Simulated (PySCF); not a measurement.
## What a change does: NMR shielding calculation on C$_{4}$H$_{9}$NSi$_{2}$

System: C$_{4}$H$_{9}$NSi$_{2}$.
Method of run 1: GIAO PBE0/pcSseg-1 NMR shielding, non-relativistic, gas phase (PySCF 2.14.0).

The geometry comes from this level: GFN2-xTB. Text and figures count atoms from 1; the logs count them from 0 in places.

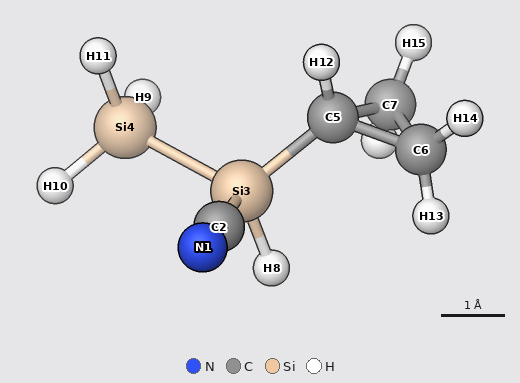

The structure (ball-and-stick view, seen at a tilt; atoms are numbered from 1 in the order of the input). Bond lengths as drawn: C–C 1.49 to 1.50 Å, C–H 1.08 to 1.09 Å, C–N 1.15 Å, C–Si 1.87 to 1.89 Å, H–Si 1.46 to 1.47 Å and Si–Si 2.32 Å.

### Input, run 1
```
{"job": {"kind": "nmr", "xc": "PBE0", "basis": "pcSseg-1"}, "charge": 0, "multiplicity": 1}
N      1.226725     3.224297    -1.077635
C      0.914302     2.124648    -0.991463
Si     0.475134     0.310067    -0.842578
Si     2.400408    -0.961547    -0.627516
C     -0.640364     0.209342     0.677383
C     -2.115828     0.477044     0.575524
C     -1.630008    -0.917071     0.788208
H     -0.351807     0.078618    -2.041348
H      2.070895    -2.381931    -0.473835
H      3.257085    -0.830710    -1.806243
H      3.185569    -0.565863     0.543515
H     -0.182897     0.511493     1.613912
H     -2.526168     0.735013    -0.389271
H     -2.599704     0.984793     1.396553
H     -1.783212    -1.375073     1.754290
H     -1.707729    -1.614175    -0.033763
```

The first line tells a small driver script what to run in PySCF; the rest is the geometry in Å.

Command:
```bash
OMP_NUM_THREADS=1 python <driver script> task.json out
```

Hardware: 1 CPU thread, shared host.

### Output (run 1)
```
coarse grid: 14240 points
cycle   1  E = -790.8970612156  dE =  6.468e-01  |g| = 4.474e-01  |ddm| = 3.612e+00
cycle   2  E = -790.7909475621  dE =  1.061e-01  |g| = 8.192e-01  |ddm| = 9.317e-01
cycle   3  E = -790.9454891785  dE = -1.545e-01  |g| = 1.631e-01  |ddm| = 5.923e-01
cycle   4  E = -790.9511125490  dE = -5.623e-03  |g| = 4.401e-02  |ddm| = 1.337e-01
cycle   5  E = -790.9515391242  dE = -4.266e-04  |g| = 9.915e-03  |ddm| = 4.004e-02
cycle   6  E = -790.9515629610  dE = -2.384e-05  |g| = 2.345e-03  |ddm| = 1.168e-02
cycle   7  E = -790.9515643424  dE = -1.381e-06  |g| = 6.138e-04  |ddm| = 2.766e-03
final grid: 128024 points
cycle   8  E = -790.9915153176  dE = -2.797e-05  |g| = 6.929e-03  |ddm| = 2.717e-02
cycle   9  E = -790.9915082762  dE =  7.041e-06  |g| = 8.774e-03  |ddm| = 1.325e-02
cycle  10  E = -790.9915271105  dE = -1.883e-05  |g| = 1.461e-03  |ddm| = 7.448e-03
cycle  11  E = -790.9915275293  dE = -4.188e-07  |g| = 5.260e-04  |ddm| = 1.092e-03
cycle  12  E = -790.9915275870  dE = -5.769e-08  |g| = 9.347e-05  |ddm| = 3.884e-04
cycle  13  E = -790.9915275891  dE = -2.057e-09  |g| = 2.593e-05  |ddm| = 1.014e-04
cycle  14  E = -790.9915275892  dE = -1.444e-10  |g| = 8.123e-06  |ddm| = 3.105e-05
converged SCF energy = -790.9915275892

GIAO shielding tensors (ppm)
atom      isotropic    diamagn.    paramagn.     s11        s22        s33       span
  0 N      -97.936     338.132    -436.068   -296.844   -287.415    290.451    587.295
  1 C       62.262     262.788    -200.525    -54.244    -48.799    289.831    344.075
  2 Si     404.463     880.547    -476.084    361.228    389.250    462.911    101.683
  3 Si     465.554     879.618    -414.064    459.704    461.798    475.161     15.457
  4 C      189.880     253.362     -63.482    163.799    180.963    224.878     61.078
  5 C      179.783     253.742     -73.958    148.545    177.033    213.771     65.226
  6 C      183.292     252.441     -69.149    155.634    178.921    215.322     59.688
  7 H       27.864      29.485      -1.620     24.896     26.286     32.411      7.516
  8 H       28.180      28.794      -0.614     24.365     26.628     33.548      9.183
  9 H       28.142      27.809       0.333     24.561     25.649     34.216      9.655
 10 H       28.015      28.685      -0.670     24.755     26.098     33.191      8.435
 11 H       31.732      32.988      -1.257     24.668     28.633     41.894     17.226
 12 H       31.193      31.515      -0.322     25.263     28.332     39.984     14.721
 13 H       30.731      30.659       0.071     24.862     26.162     41.168     16.307
 14 H       30.968      30.763       0.205     25.264     26.196     41.443     16.179
 15 H       31.592      31.851      -0.259     25.749     28.810     40.217     14.468
```

The input of run 2 differs as follows (lines with − go, lines with + come):
```diff
-"xc": "PBE0"
-"basis": "pcSseg-1"
+"xc": "B97-2"
+"basis": "aug-cc-pVDZ"
+"pop": false
+"scf": {"conv": 1e-08
+"damp": 0.1}
```

Predict how the results change.

The total energies belong to different models, so their difference says nothing on which is more stable or more accurate. The HOMO goes from −8.46 to −8.14 eV. The dipole moment goes from 4.23 to 4.30 D. Of all shieldings, the largest change is that of Si3, by +57.2 ppm. The functional changes from PBE0 to B97-2. The SCF takes 18 iterations against 14. The basis functions go from 178 to 250.

### Output (run 2)
```
damping 0.10 in the first 6 cycles
final grid: 128024 points
cycle   1  E = -791.4531676039  dE =  6.609e-01  |g| = 4.551e-01  |ddm| = 1.122e+01
cycle   2  E = -791.3698908903  dE =  8.328e-02  |g| = 7.571e-01  |ddm| = 2.429e+00
cycle   3  E = -791.0446911668  dE =  3.252e-01  |g| = 1.417e+00  |ddm| = 3.283e+00
cycle   4  E = -789.5107797252  dE =  1.534e+00  |g| = 2.667e+00  |ddm| = 6.480e+00
cycle   5  E = -787.1940061483  dE =  2.317e+00  |g| = 3.872e+00  |ddm| = 1.059e+01
cycle   6  E = -778.4567160561  dE =  8.737e+00  |g| = 5.718e+00  |ddm| = 1.926e+01
cycle   7  E = -754.4308766926  dE =  2.403e+01  |g| = 7.891e+00  |ddm| = 6.412e+01
cycle   8  E = -778.8567764335  dE = -2.443e+01  |g| = 4.321e+00  |ddm| = 6.305e+01
cycle   9  E = -775.5941053577  dE =  3.263e+00  |g| = 5.058e+00  |ddm| = 2.328e+01
cycle  10  E = -791.3204489650  dE = -1.573e+01  |g| = 7.655e-01  |ddm| = 1.494e+01
cycle  11  E = -791.4201967503  dE = -9.975e-02  |g| = 5.442e-01  |ddm| = 3.101e+00
cycle  12  E = -791.5088120021  dE = -8.862e-02  |g| = 9.280e-02  |ddm| = 1.443e+00
cycle  13  E = -791.5107210921  dE = -1.909e-03  |g| = 4.423e-02  |ddm| = 3.055e-01
cycle  14  E = -791.5112505447  dE = -5.295e-04  |g| = 1.464e-02  |ddm| = 1.251e-01
cycle  15  E = -791.5113076116  dE = -5.707e-05  |g| = 2.972e-03  |ddm| = 3.912e-02
cycle  16  E = -791.5113100140  dE = -2.402e-06  |g| = 6.206e-04  |ddm| = 8.779e-03
cycle  17  E = -791.5113101364  dE = -1.224e-07  |g| = 1.335e-04  |ddm| = 2.348e-03
cycle  18  E = -791.5113101416  dE = -5.112e-09  |g| = 5.748e-05  |ddm| = 4.682e-04
converged SCF energy = -791.5113101416

GIAO shielding tensors (ppm)
atom      isotropic    diamagn.    paramagn.     s11        s22        s33       span
  0 N      -47.838     316.086    -363.924   -224.668   -215.763    296.917    521.585
  1 C       79.306     260.326    -181.020    -27.797    -23.504    289.218    317.014
  2 Si     461.688     883.179    -421.491    422.569    448.625    513.870     91.301
  3 Si     518.375     891.156    -372.781    512.890    514.451    527.785     14.895
  4 C      198.289     180.563      17.726    174.365    190.219    230.284     55.918
  5 C      190.572     212.208     -21.636    161.056    189.285    221.375     60.319
  6 C      193.204     213.543     -20.339    166.560    190.788    222.263     55.703
  7 H       27.953      24.989       2.964     24.984     26.429     32.447      7.462
  8 H       28.359      29.136      -0.776     24.745     26.684     33.648      8.903
  9 H       28.328      27.155       1.173     24.960     25.810     34.214      9.255
 10 H       28.265      28.613      -0.348     25.186     26.291     33.317      8.130
 11 H       31.896      29.062       2.834     25.274     28.763     41.651     16.377
 12 H       31.461      32.674      -1.214     25.673     28.716     39.992     14.318
 13 H       31.006      35.542      -4.536     25.396     26.584     41.039     15.644
 14 H       31.191      35.187      -3.997     25.726     26.565     41.281     15.555
 15 H       31.766      33.882      -2.116     26.024     29.111     40.163     14.138
```

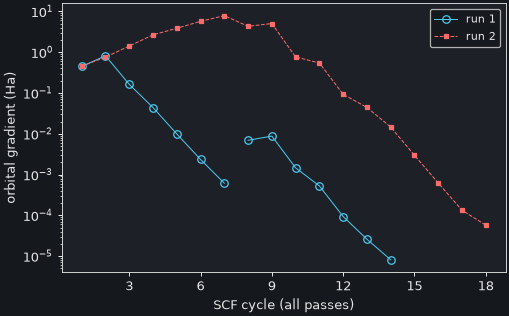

Convergence of the two runs: orbital gradient against the SCF cycle. A break in a curve parts two SCF passes (coarse and final grid). Run 1 takes 14 cycles in all, and run 2 takes 18.

### The two runs side by side

| quantity | run 1 | run 2 |
| --- | --- | --- |
| outcome | converged | converged |
| total energy (hartree) | −790.991528 | −791.511310 |
| HOMO (eV) | −8.46 | −8.14 |
| LUMO (eV) | −0.66 | −0.71 |
| dipole moment (D) | 4.23 | 4.30 |
| shielding of N1 (ppm) | −97.9 | −47.8 |
| shielding of C2 (ppm) | 62.3 | 79.3 |
| shielding of Si3 (ppm) | 404.5 | 461.7 |
| shielding of Si4 (ppm) | 465.6 | 518.4 |
| shielding of C5 (ppm) | 189.9 | 198.3 |
| shielding of C6 (ppm) | 179.8 | 190.6 |
| shielding of C7 (ppm) | 183.3 | 193.2 |
| SCF iterations | 14 | 18 |
| basis functions | 178 | 250 |
| wall time (shared host) | 31 s | 53 s |
